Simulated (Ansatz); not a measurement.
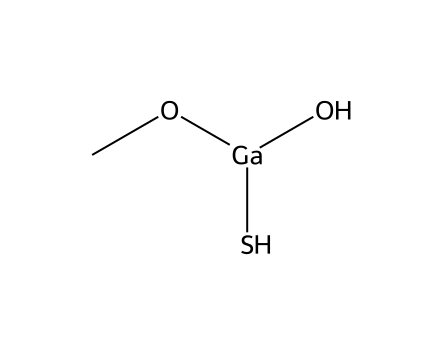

Simulated data, not a measurement (program: Ansatz).

A structural formula.

Question: Give its SMILES.

Answer: C[O][Ga]([OH])[SH]

Question: What is the molecular formula?

Answer: CH5GaO2S.
